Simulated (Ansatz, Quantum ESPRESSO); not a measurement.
# Ballistic transmission: vacuum gap of 3.5 Å between two Ag(100) faces, part 2 of 3

Wanted: the transmission near the Fermi level and the conductance of this junction: vacuum gap of 3.5 Å between two Ag(100) faces.

Quantum ESPRESSO 7.5; plane-wave DFT, LDA, GBRV ultrasoft pseudopotentials; cross-check by Ansatz 0.2.0 with PAW datasets.

So far. Step 2 (Self-consistent run): The run needed 11 iterations to bring the estimated error under 1e-07 Ry; the largest force on any atom, held or free, is 0.19 eV/Å.

### Step 3. The open system

Level of this step: transmission by pwcond, lead and junction from one cell; plane-wave DFT, LDA, GBRV ultrasoft pseudopotentials (Quantum ESPRESSO).

prefixt takes both regions from one run: the lead from 0 to bdl, the scattering region from bdl to bds (units of alat). ikind = 1 puts the same lead on both sides. The program's T_tot counts both spins in a run without spin; the tables below give T per spin.

Contents of cond.in:

```
&inputcond
  outdir = './out'
  prefixt = 'scf'
  tran_file = 'cond.dat'
  bdl = 2.8284271247
  bds = 11.7993119511
  ikind = 1
  ewind = 4.0
  epsproj = 1e-05
  nz1 = 7
  energy0 = 0.4
  denergy = -0.4
/
28
  0.00000000 0.00000000 0.00694444
  0.00000000 0.08333333 0.02777778
  0.00000000 0.16666667 0.02777778
  0.00000000 0.25000000 0.02777778
  0.00000000 0.33333333 0.02777778
  0.00000000 0.41666667 0.02777778
  0.00000000 0.50000000 0.01388889
  0.08333333 0.08333333 0.02777778
  0.08333333 0.16666667 0.05555556
  0.08333333 0.25000000 0.05555556
  0.08333333 0.33333333 0.05555556
  0.08333333 0.41666667 0.05555556
  0.08333333 0.50000000 0.02777778
  0.16666667 0.16666667 0.02777778
  0.16666667 0.25000000 0.05555556
  0.16666667 0.33333333 0.05555556
  0.16666667 0.41666667 0.05555556
  0.16666667 0.50000000 0.02777778
  0.25000000 0.25000000 0.02777778
  0.25000000 0.33333333 0.05555556
  0.25000000 0.41666667 0.05555556
  0.25000000 0.50000000 0.02777778
  0.33333333 0.33333333 0.02777778
  0.33333333 0.41666667 0.05555556
  0.33333333 0.50000000 0.02777778
  0.41666667 0.41666667 0.02777778
  0.41666667 0.50000000 0.02777778
  0.50000000 0.50000000 0.00694444
3
```

Command:

```bash
$ OMP_NUM_THREADS=1 mpirun -n 4 pwcond.x -in cond.in > cond.out
```

What it wrote:

```text
[banner, memory and clock lines left out]
Program PWCOND v.7.5 starts

          URL

     ./out/scf.save/

     IMPORTANT: XC functional enforced from input :
     Exchange-correlation= PZ
                           (   1   1   0   0   0   0   0)
     Any further DFT definition will be discarded
     Please, verify this is what you really want

     Reading collected, re-writing distributed wavefunctions

===== INPUT FILE containing all the regions =====

     GEOMETRY:

     lattice parameter (alat)  =       5.5454  a.u.
     the volume                =    2012.1140 (a.u.)^3
     the cross section         =      30.7513 (a.u.)^2
     l of the unit cell        =      11.7993 (alat)
     number of atoms/cell      =           16
     number of atomic types    =            1

     crystal axes: (cart. coord. in units of alat)
               a(1) = (  1.0000  0.0000  0.0000 )
               a(2) = (  0.0000  1.0000  0.0000 )
               a(3) = (  0.0000  0.0000 11.7993 )

   Cartesian axes

     site n.     atom                  positions (alat units)
          1        Ag     tau(  1)=(  0.0000  0.0000 11.7993  )
          2        Ag     tau(  2)=(  0.5000  0.5000  0.7071  )
          3        Ag     tau(  3)=(  0.0000  0.0000  1.4142  )
          4        Ag     tau(  4)=(  0.5000  0.5000  2.1213  )
          5        Ag     tau(  5)=(  0.0000  0.0000  2.8284  )
          6        Ag     tau(  6)=(  0.5000  0.5000  3.5355  )
          7        Ag     tau(  7)=(  0.0000  0.0000  4.2426  )
          8        Ag     tau(  8)=(  0.5000  0.5000  4.9497  )
          9        Ag     tau(  9)=(  0.0000  0.0000  6.1425  )
         10        Ag     tau( 10)=(  0.5000  0.5000  6.8496  )
         11        Ag     tau( 11)=(  0.0000  0.0000  7.5567  )
         12        Ag     tau( 12)=(  0.5000  0.5000  8.2638  )
         13        Ag     tau( 13)=(  0.0000  0.0000  8.9709  )
         14        Ag     tau( 14)=(  0.5000  0.5000  9.6780  )
         15        Ag     tau( 15)=(  0.0000  0.0000 10.3851  )
         16        Ag     tau( 16)=(  0.5000  0.5000 11.0922  )

     nr1s                      =           24
     nr2s                      =           24
     nr3s                      =          270
     nr1sx                     =           24
     nr2sx                     =           24
     nr3sx                     =          270
     nr1                       =           25
     nr2                       =           25
     nr3                       =          300
     nr1x                      =           25
     nr2x                      =           25
     nr3x                      =          300

 _______________________________
  Radii of nonlocal spheres:

     type       ibeta     ang. mom.          radius (alat units)
       Ag         1         0                    0.3125
       Ag         2         0                    0.3125
       Ag         3         1                    0.3125
       Ag         4         1                    0.3125
       Ag         5         2                    0.3125
       Ag         6         2                    0.3125
----- General information -----

--- T calc. with identical leads (ikind=1) ---

     nrx                       =           24
     nry                       =           24
     nz1                       =            7

     energy0               =         4.0E-01
     denergy               =        -4.0E-01
     nenergy               =          3
     ecut2d                =         4.0E+01
     ewind                 =         4.0E+00
     epsproj               =         1.0E-05

     number of k_|| points=   28
                       cryst. coord.
        k(    1) = (   0.0000000   0.0000000), wk =   0.0069444
        k(    2) = (   0.0000000   0.0833333), wk =   0.0277778
        k(    3) = (   0.0000000   0.1666667), wk =   0.0277778
        k(    4) = (   0.0000000   0.2500000), wk =   0.0277778
        k(    5) = (   0.0000000   0.3333333), wk =   0.0277778
        k(    6) = (   0.0000000   0.4166667), wk =   0.0277778
        k(    7) = (   0.0000000   0.5000000), wk =   0.0138889
        k(    8) = (   0.0833333   0.0833333), wk =   0.0277778
        k(    9) = (   0.0833333   0.1666667), wk =   0.0555556
        k(   10) = (   0.0833333   0.2500000), wk =   0.0555556
        k(   11) = (   0.0833333   0.3333333), wk =   0.0555556
        k(   12) = (   0.0833333   0.4166667), wk =   0.0555556
        k(   13) = (   0.0833333   0.5000000), wk =   0.0277778
        k(   14) = (   0.1666667   0.1666667), wk =   0.0277778
        k(   15) = (   0.1666667   0.2500000), wk =   0.0555556
        k(   16) = (   0.1666667   0.3333333), wk =   0.0555556
        k(   17) = (   0.1666667   0.4166667), wk =   0.0555556
        k(   18) = (   0.1666667   0.5000000), wk =   0.0277778
        k(   19) = (   0.2500000   0.2500000), wk =   0.0277778
        k(   20) = (   0.2500000   0.3333333), wk =   0.0555556
        k(   21) = (   0.2500000   0.4166667), wk =   0.0555556
        k(   22) = (   0.2500000   0.5000000), wk =   0.0277778
        k(   23) = (   0.3333333   0.3333333), wk =   0.0277778
        k(   24) = (   0.3333333   0.4166667), wk =   0.0555556
        k(   25) = (   0.3333333   0.5000000), wk =   0.0277778
        k(   26) = (   0.4166667   0.4166667), wk =   0.0277778
        k(   27) = (   0.4166667   0.5000000), wk =   0.0277778
        k(   28) = (   0.5000000   0.5000000), wk =   0.0069444
----- Information about left/right lead -----

     nocros                   =           18
     noins                    =           54
     norb                     =           90
     norbf                    =          234
     nrz                      =           65

      iorb      type   ibeta   ang. mom.   m       position (alat)
        1        1       1        0        1   taunew(   1)=(  0.0000  0.0000  0.0000)
        2        1       2        0        1   taunew(   2)=(  0.0000  0.0000  0.0000)
        3        1       3        1        1   taunew(   3)=(  0.0000  0.0000  0.0000)
        4        1       3        1        2   taunew(   4)=(  0.0000  0.0000  0.0000)
        5        1       3        1        3   taunew(   5)=(  0.0000  0.0000  0.0000)
        6        1       4        1        1   taunew(   6)=(  0.0000  0.0000  0.0000)
        7        1       4        1        2   taunew(   7)=(  0.0000  0.0000  0.0000)
        8        1       4        1        3   taunew(   8)=(  0.0000  0.0000  0.0000)
        9        1       5        2        1   taunew(   9)=(  0.0000  0.0000  0.0000)
       10        1       5        2        2   taunew(  10)=(  0.0000  0.0000  0.0000)
[...]
179        1       6        2        4   taunew( 179)=(  0.5000  0.5000  6.8496)
      180        1       6        2        5   taunew( 180)=(  0.5000  0.5000  6.8496)
      181        1       1        0        1   taunew( 181)=(  0.0000  0.0000  7.5567)
      182        1       2        0        1   taunew( 182)=(  0.0000  0.0000  7.5567)
      183        1       3        1        1   taunew( 183)=(  0.0000  0.0000  7.5567)
      184        1       3        1        2   taunew( 184)=(  0.0000  0.0000  7.5567)
      185        1       3        1        3   taunew( 185)=(  0.0000  0.0000  7.5567)
      186        1       4        1        1   taunew( 186)=(  0.0000  0.0000  7.5567)
      187        1       4        1        2   taunew( 187)=(  0.0000  0.0000  7.5567)
      188        1       4        1        3   taunew( 188)=(  0.0000  0.0000  7.5567)
      189        1       5        2        1   taunew( 189)=(  0.0000  0.0000  7.5567)
      190        1       5        2        2   taunew( 190)=(  0.0000  0.0000  7.5567)
      191        1       5        2        3   taunew( 191)=(  0.0000  0.0000  7.5567)
      192        1       5        2        4   taunew( 192)=(  0.0000  0.0000  7.5567)
      193        1       5        2        5   taunew( 193)=(  0.0000  0.0000  7.5567)
      194        1       6        2        1   taunew( 194)=(  0.0000  0.0000  7.5567)
      195        1       6        2        2   taunew( 195)=(  0.0000  0.0000  7.5567)
      196        1       6        2        3   taunew( 196)=(  0.0000  0.0000  7.5567)
      197        1       6        2        4   taunew( 197)=(  0.0000  0.0000  7.5567)
      198        1       6        2        5   taunew( 198)=(  0.0000  0.0000  7.5567)
      199        1       1        0        1   taunew( 199)=(  0.5000  0.5000  8.2638)
      200        1       2        0        1   taunew( 200)=(  0.5000  0.5000  8.2638)
      201        1       3        1        1   taunew( 201)=(  0.5000  0.5000  8.2638)
      202        1       3        1        2   taunew( 202)=(  0.5000  0.5000  8.2638)
      203        1       3        1        3   taunew( 203)=(  0.5000  0.5000  8.2638)
      204        1       4        1        1   taunew( 204)=(  0.5000  0.5000  8.2638)
      205        1       4        1        2   taunew( 205)=(  0.5000  0.5000  8.2638)
      206        1       4        1        3   taunew( 206)=(  0.5000  0.5000  8.2638)
      207        1       5        2        1   taunew( 207)=(  0.5000  0.5000  8.2638)
      208        1       5        2        2   taunew( 208)=(  0.5000  0.5000  8.2638)
      209        1       5        2        3   taunew( 209)=(  0.5000  0.5000  8.2638)
      210        1       5        2        4   taunew( 210)=(  0.5000  0.5000  8.2638)
      211        1       5        2        5   taunew( 211)=(  0.5000  0.5000  8.2638)
      212        1       6        2        1   taunew( 212)=(  0.5000  0.5000  8.2638)
      213        1       6        2        2   taunew( 213)=(  0.5000  0.5000  8.2638)
      214        1       6        2        3   taunew( 214)=(  0.5000  0.5000  8.2638)
      215        1       6        2        4   taunew( 215)=(  0.5000  0.5000  8.2638)
      216        1       6        2        5   taunew( 216)=(  0.5000  0.5000  8.2638)
      217        1       1        0        1   taunew( 217)=(  0.0000  0.0000  8.9709)
      218        1       2        0        1   taunew( 218)=(  0.0000  0.0000  8.9709)
      219        1       3        1        1   taunew( 219)=(  0.0000  0.0000  8.9709)
      220        1       3        1        2   taunew( 220)=(  0.0000  0.0000  8.9709)
      221        1       3        1        3   taunew( 221)=(  0.0000  0.0000  8.9709)
      222        1       4        1        1   taunew( 222)=(  0.0000  0.0000  8.9709)
      223        1       4        1        2   taunew( 223)=(  0.0000  0.0000  8.9709)
      224        1       4        1        3   taunew( 224)=(  0.0000  0.0000  8.9709)
      225        1       5        2        1   taunew( 225)=(  0.0000  0.0000  8.9709)
      226        1       5        2        2   taunew( 226)=(  0.0000  0.0000  8.9709)
      227        1       5        2        3   taunew( 227)=(  0.0000  0.0000  8.9709)
      228        1       5        2        4   taunew( 228)=(  0.0000  0.0000  8.9709)
      229        1       5        2        5   taunew( 229)=(  0.0000  0.0000  8.9709)
      230        1       6        2        1   taunew( 230)=(  0.0000  0.0000  8.9709)
      231        1       6        2        2   taunew( 231)=(  0.0000  0.0000  8.9709)
      232        1       6        2        3   taunew( 232)=(  0.0000  0.0000  8.9709)
      233        1       6        2        4   taunew( 233)=(  0.0000  0.0000  8.9709)
      234        1       6        2        5   taunew( 234)=(  0.0000  0.0000  8.9709)
 ngper, shell number =           97          16
 ngper, n2d =           97          64
---  E-Ef =    0.4000000  k =    0.0000000   0.0000000
---  ie =          1  ik =          1
 Nchannels of the left tip =            1
 Right moving states:
   k1(2pi/a)   k2(2pi/a)   E-Ef (eV)
  -0.2966439  -0.0000057   0.4000000
 Left moving states:
   k1(2pi/a)   k2(2pi/a)   E-Ef (eV)
   0.2966439  -0.0000057   0.4000000

 to transmit
 Band j to band i transmissions and reflections:
    j         i     |T_ij|^2    |R_ij|^2

    1 -->     1     0.99714     0.00286
   Total T_j, R_j =    0.99714  0.00286

E-Ef(ev), T(x2 spins) =    0.4000000   1.9942739
---  E-Ef =    0.0000000  k =    0.0000000   0.0000000
---  ie =          2  ik =          1
 Nchannels of the left tip =            1
 Right moving states:
   k1(2pi/a)   k2(2pi/a)   E-Ef (eV)
  -0.3561836  -0.0000058   0.0000000
 Left moving states:
   k1(2pi/a)   k2(2pi/a)   E-Ef (eV)
   0.3561836  -0.0000058   0.0000000

 to transmit
 Band j to band i transmissions and reflections:
    j         i     |T_ij|^2    |R_ij|^2

    1 -->     1     0.99292     0.00708
   Total T_j, R_j =    0.99292  0.00708

E-Ef(ev), T(x2 spins) =    0.0000000   1.9858414
---  E-Ef =   -0.4000000  k =    0.0000000   0.0000000
---  ie =          3  ik =          1
 Nchannels of the left tip =            1
 Right moving states:
   k1(2pi/a)   k2(2pi/a)   E-Ef (eV)
  -0.4146033  -0.0000058  -0.4000000
 Left moving states:
   k1(2pi/a)   k2(2pi/a)   E-Ef (eV)
   0.4146033  -0.0000058  -0.4000000

 to transmit
 Band j to band i transmissions and reflections:
    j         i     |T_ij|^2    |R_ij|^2

    1 -->     1     0.96096     0.03904
   Total T_j, R_j =    0.96096  0.03904

E-Ef(ev), T(x2 spins) =   -0.4000000   1.9219124
 ngper, shell number =           97          54
 ngper, n2d =           97          67
[... further energies and points left out ...]
---  E-Ef =    0.4000000  k =    0.5000000   0.5000000
---  ie =          1  ik =         28
 Nchannels of the left tip =            0
 Right moving states:
   k1(2pi/a)   k2(2pi/a)   E-Ef (eV)
 Left moving states:
   k1(2pi/a)   k2(2pi/a)   E-Ef (eV)

 to transmit
          E-Ef(ev), T =    0.4000000   0.0000000
---  E-Ef =    0.0000000  k =    0.5000000   0.5000000
---  ie =          2  ik =         28
 Nchannels of the left tip =            0
 Right moving states:
   k1(2pi/a)   k2(2pi/a)   E-Ef (eV)
 Left moving states:
   k1(2pi/a)   k2(2pi/a)   E-Ef (eV)

 to transmit
          E-Ef(ev), T =    0.0000000   0.0000000
---  E-Ef =   -0.4000000  k =    0.5000000   0.5000000
---  ie =          3  ik =         28
 Nchannels of the left tip =            0
 Right moving states:
   k1(2pi/a)   k2(2pi/a)   E-Ef (eV)
 Left moving states:
   k1(2pi/a)   k2(2pi/a)   E-Ef (eV)

 to transmit
          E-Ef(ev), T =   -0.4000000   0.0000000
   T_tot     0.40000      0.10204E+01
   T_tot     0.00000      0.93116E+00
   T_tot    -0.40000      0.84370E+00

Note: The following floating-point exceptions are signalling: IEEE_UNDERFLOW_FLAG
Note: The following floating-point exceptions are signalling: IEEE_UNDERFLOW_FLAG
Note: The following floating-point exceptions are signalling: IEEE_UNDERFLOW_FLAG
Note: The following floating-point exceptions are signalling: IEEE_UNDERFLOW_FLAG
```

It took 86 s on 4 MPI ranks of Arm Neoverse V2, shared host; peak memory 0.26 GiB.

Numbers from this step:

| Quantity | Value |
| --- | --- |
| lead channels at the Fermi level, one spin | 0.9236 |
| transmission at the Fermi level, one spin | 0.4656 |
| conductance | 0.4656 G₀ |

Per spin; mean over the k mesh across the current. Open channels, zone mean against energy, zero at the Fermi level:

```csv
energy (eV),"open channels, zone mean"
-0.400,0.854
0.000,0.924
0.400,0.951
```

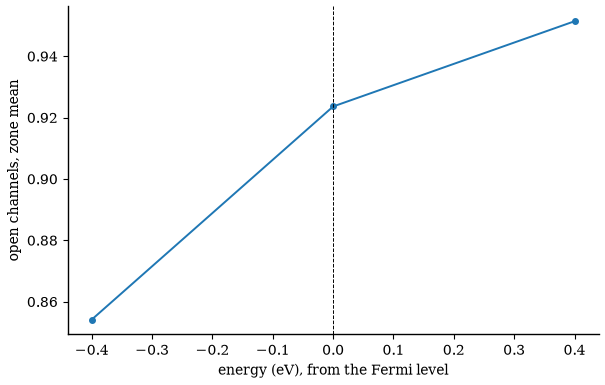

Open channels, zone mean against energy.

Per spin; mean over the k mesh across the current. The transmission, zone mean by energy, zero at the Fermi level:

```csv
energy (eV),"transmission, zone mean"
-0.400,0.422
0.000,0.466
0.400,0.510
```

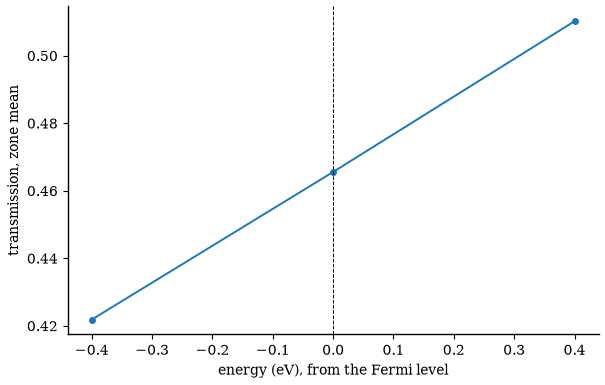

Transmission, zone mean, plotted against energy.

At 0.000 eV; k in fractions of b1, b2. Transmission by k point:

```csv
k1,k2,weight,t,channels
0,0,0.006944,0.9929,1
0,0.08333,0.02778,0.9705,1
0,0.1667,0.02778,0.8818,1
0,0.25,0.02778,0.7575,1
0,0.3333,0.02778,0.6415,1
0,0.4167,0.02778,0.5384,1
0,0.5,0.01389,0,0
0.08333,0.08333,0.02778,0.9394,1
0.08333,0.1667,0.05556,0.8444,1
0.08333,0.25,0.05556,0.7239,1
0.08333,0.3333,0.05556,0.6111,1
0.08333,0.4167,0.05556,0.4928,1
0.08333,0.5,0.02778,0.04372,2
0.1667,0.1667,0.02778,0.7517,1
0.1667,0.25,0.05556,0.6377,1
0.1667,0.3333,0.05556,0.5364,1
0.1667,0.4167,0.05556,0.3809,1
0.1667,0.5,0.02778,0.04192,2
0.25,0.25,0.02778,0.5417,1
0.25,0.3333,0.05556,0.4287,1
0.25,0.4167,0.05556,0.249,1
0.25,0.5,0.02778,0,0
0.3333,0.3333,0.02778,0.298,1
0.3333,0.4167,0.05556,0.1484,1
0.3333,0.5,0.02778,0,0
0.4167,0.4167,0.02778,0,0
0.4167,0.5,0.02778,0,0
0.5,0.5,0.006944,0,0
```

The program's own clock; routines nest. Time by routine:

```csv
routine,wall time (s),calls
PWCOND,85.86,1
scatter_forw,69.94,168
local,6.94,28
compbs,5.99,84
compbs_2,4.9,84
init,0.45,1
poten,0.03,1
```

At no point does T exceed the number of channels.

[end of part 2 of 3]

[Logs are printed without paths, hosts, clocks, repeated set-up lines and the standing remarks that a program may print on its own settings, such as how far it seeks lower states.]

[Hosts, paths, dates, database ids (printed as entryN), source tags and the programs' standing remarks are cut or masked in the printed files.]

[Maps of the electrostatic potential energy from Ansatz leave out the sawtooth potential of an applied field or a dipole correction, so their vacuum need not be flat; planar profiles and work functions include it.]
